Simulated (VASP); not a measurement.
Band structure of TiHg (space group P4/mmm). Calculation: LDA (Ceperley-Alder, Perdew-Zunger), VASP's LDA PAW potentials (set 64) (plane waves; VASP).

The run has a spin-polarised start. Unless said otherwise, spin-orbit coupling is left out, though it shifts the bands of the heavy elements here.

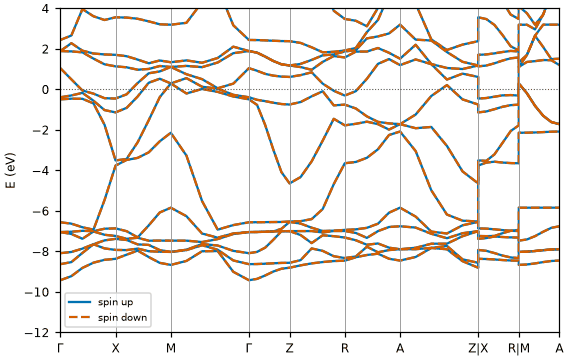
Figure: Bands along high-symmetry lines, zero at the valence-band maximum or, without a gap, the Fermi level

Problem. Read the plot: is there a gap, and where are the band edges?

Solution. It has no gap at this level: it comes out as a metal or semimetal.

The structure comes from a computed database's TiHg entry (P4/mmm); how it stands against other phases isn't given here. The cell was not relaxed at this level.
